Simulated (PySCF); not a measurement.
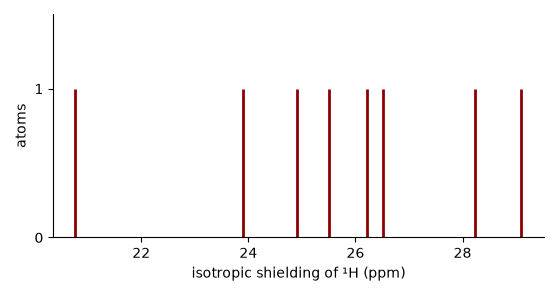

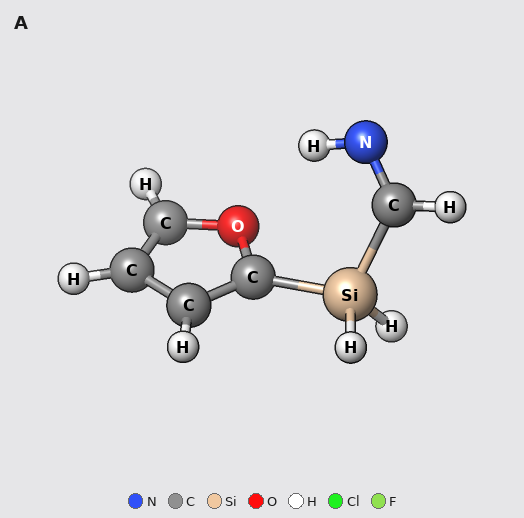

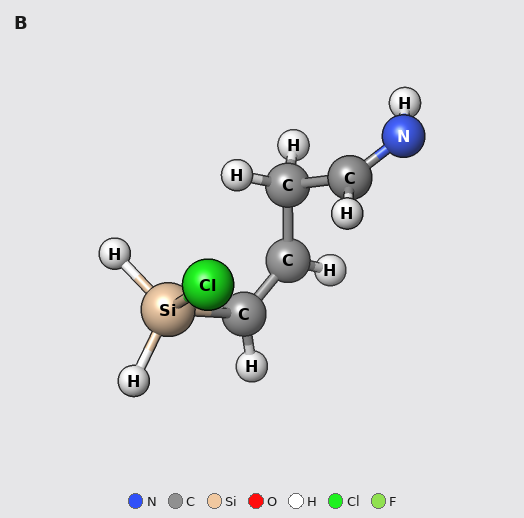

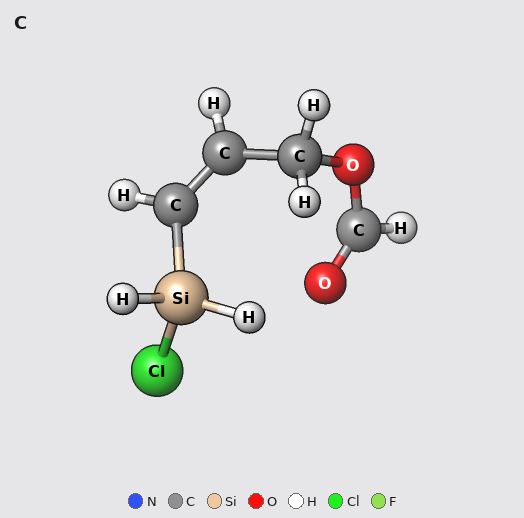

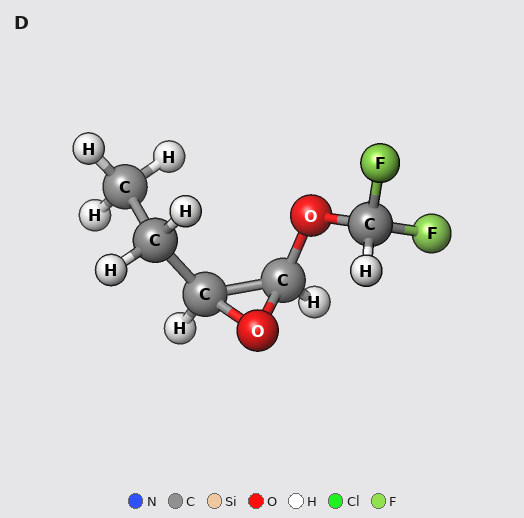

The sticks are computed shieldings of one of the molecules, for one fixed geometry (GFN2-xTB) without averaging over rotations. Low shielding means a high chemical shift. Method: GIAO PBE0/pcSseg-1 NMR shielding, non-relativistic, gas phase (PySCF 2.14.0).

Which molecule gives this pattern?

B, `[H]/N=C\C/C=C\[SiH2]Cl`. Its 8 H atoms give lines at 20.77, 23.90, 24.91, 25.51, 26.22, 26.51, 28.23, 29.10 ppm.

The geometry is semi-empirical. Around Si such bond lengths and angles can be off by a tenth of an ångström or more and by several degrees, and values that hang on the shape move with them.
